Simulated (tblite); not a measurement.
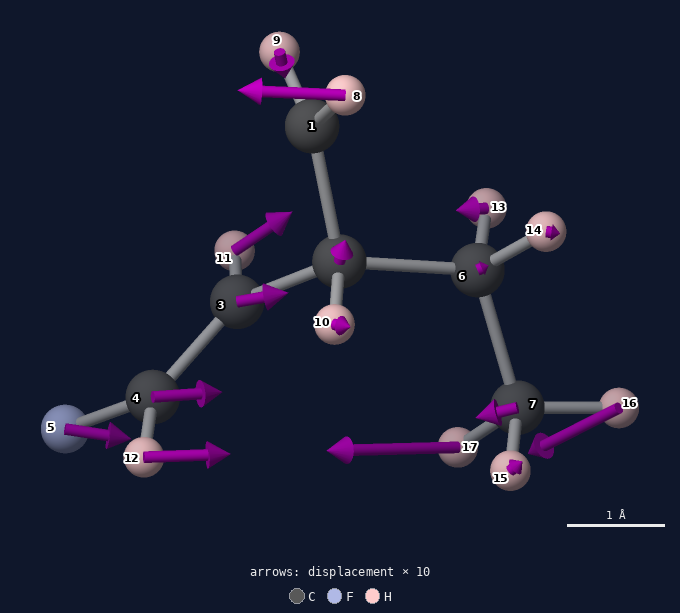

A relaxation of C₆H₁₀F (multiplicity 2). The starting structure is drawn; purple arrows show the displacements, magnified 10 times. The two geometries are superimposed by the best rigid fit.

Style: ball-and-stick. Shown at a tilt.

Computed with GFN2-xTB geometry optimisation, gas phase in tblite 0.8.0. 

Atoms of which element are displaced furthest, and by how much?

Answer. Hydrogen: up to 0.16 Å, against 0.08 Å for carbon.

What happened in the run?

Answer. The energy falls by 0.070 eV in 56 geometry steps. The atom that moves furthest after the best rigid fit is an H atom (0.16 Å). Largest moves by element: H 0.16 Å, C 0.08 Å, F 0.07 Å. Some distances before and after: C–C 1.523 → 1.500 Å, C–C 1.497 → 1.475 Å, C–H 1.105 → 1.088 Å, C–H 1.089 → 1.072 Å. Bond angles that change, for instance: C–C–C 111.7° → 109.4°, C–C–H 110.8° → 108.6°, C–C–F 119.9° → 121.9°. Cost: 0.29 s on 1 thread of Arm Neoverse V1 (shared host).
